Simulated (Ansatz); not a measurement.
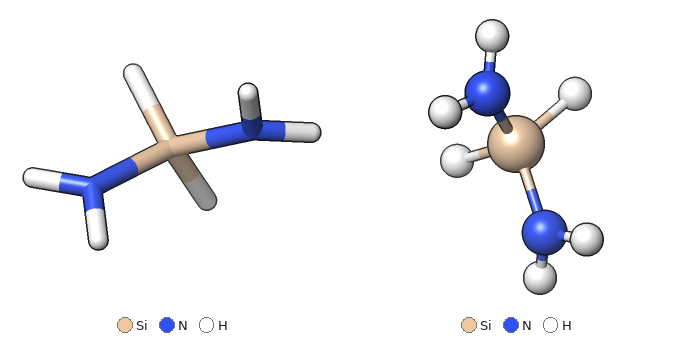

The same structure drawn twice, from different directions.

The geometry was computed by an optimisation with PBE0-D4/def2-TZVP.

Question: Give the formula.

Answer: H₆N₂Si, 9 atoms: 6 hydrogen, 2 nitrogen and 1 silicon.

Question: How many bonds of each kind are drawn?

Answer: 4 N–H, 2 N–Si, 2 Si–H. Sticks follow a distance rule.

Question: What is the point group of this geometry?

Answer: C2.

Question: How many atoms are distinct by symmetry?

Answer: 5: 1 Si, 2 N, 2 H, 2 H, 2 H.

The parts below concern this one geometry. Atoms keep their numbers from picture to picture.

## Charges

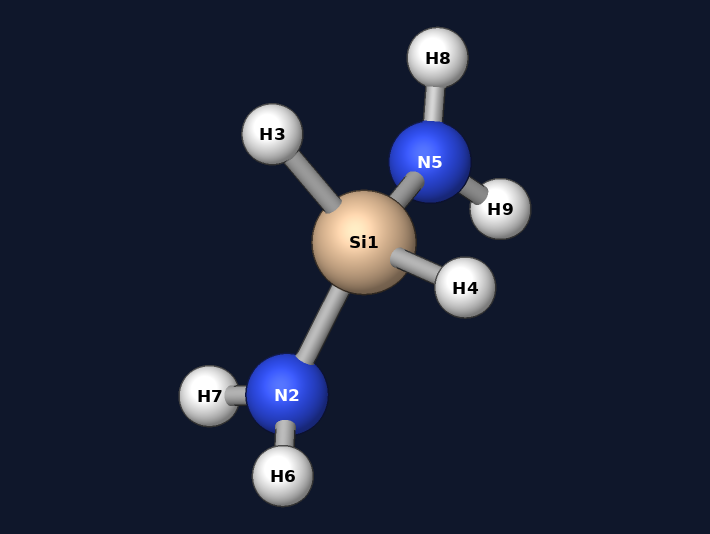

The questions are on Mulliken charges. Method: RKS PBE0-D4/def2-TZVP (Ansatz 0.2.0).

Question: Which atom carries the highest charge (most positive or least negative)?

Answer: Si1 (0.45 e).

Question: And the lowest?

Answer: N2, N5 (−0.63 e).

List the Mulliken charges.

| atom | value (e) |
| --- | --- |
| Si1 | 0.45 |
| N2 | −0.63 |
| H3 | −0.07 |
| H4 | −0.07 |
| N5 | −0.63 |
| H6 | 0.24 |
| H7 | 0.24 |
| H8 | 0.24 |
| H9 | 0.24 |

## Dipole moment

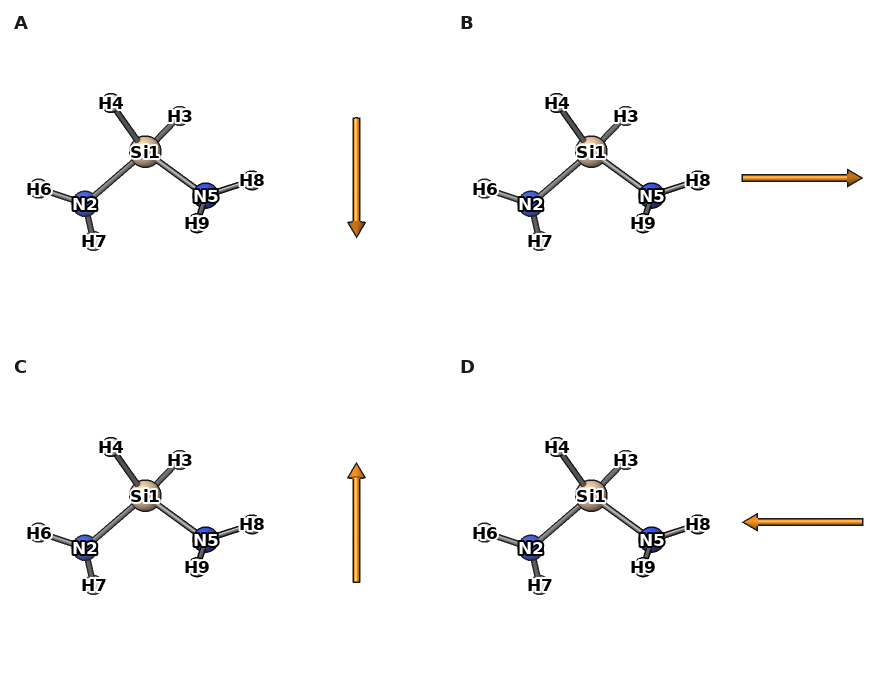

The same molecule four times, each with an arrow. Properties computed with RKS PBE0-D4/def2-TZVP (Ansatz 0.2.0).

Question: Which arrow points along the dipole moment, from the negative to the positive end?

Answer: A. The dipole moment is 0.74 D; it points from the side of H3, H4 to the side of H7, H9 (the outermost atoms at the two ends).

## Electronic properties

Level of theory: RKS PBE0-D4/def2-TZVPP (Ansatz 0.2.0).

What does the calculation give?

- HOMO energy (Kohn–Sham orbital): −7.19 eV
- LUMO energy (Kohn–Sham orbital): 1.02 eV
- HOMO–LUMO gap: 8.21 eV
- dispersion correction: −11.1 kJ/mol

Mulliken values depend strongly on the basis set and can even reverse the polarity of a bond.
